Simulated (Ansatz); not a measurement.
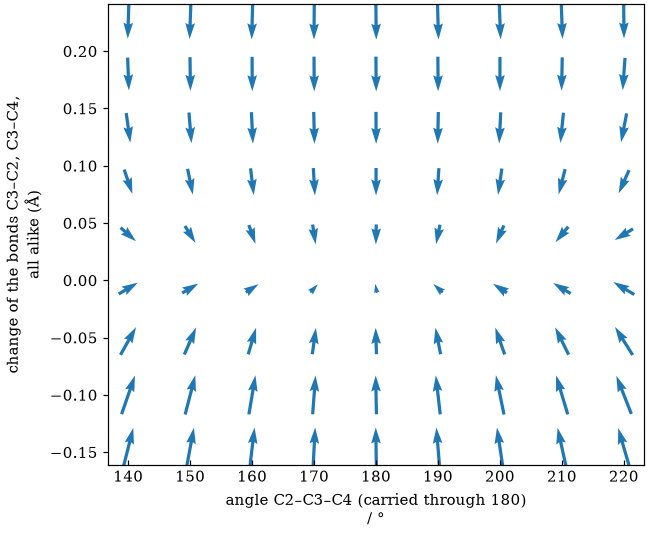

C3H4OS, SMILES OCC#CS. The first coordinate is: angle C2–C3–C4 (carried through 180); the second: change of the bonds C3–C2, C3–C4, all alike. Nothing is relaxed (all other coordinates rigid). The scan uses a 9 × 9 grid. Points are written as (first, second). Level of theory: Ansatz 0.2.0, RKS PBE0-D4/def2-TZVP.

In the figure: arrows along the force (downhill), their lengths compressed.

### The arrows alone are given. Where is the energy lowest?

The arrows converge at about (179°, 0.000 Å) (read from the interpolated surface).

The energy map of the same scan:

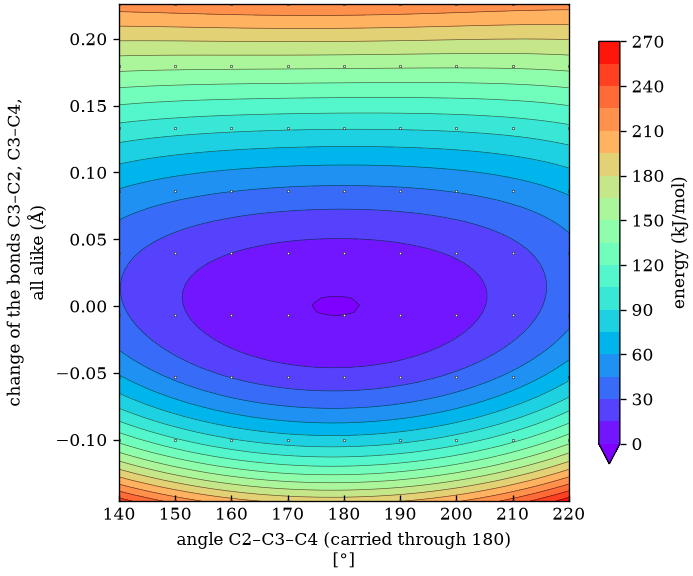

Energies are in kJ/mol, from the lowest grid point; between grid points the surface is interpolated.
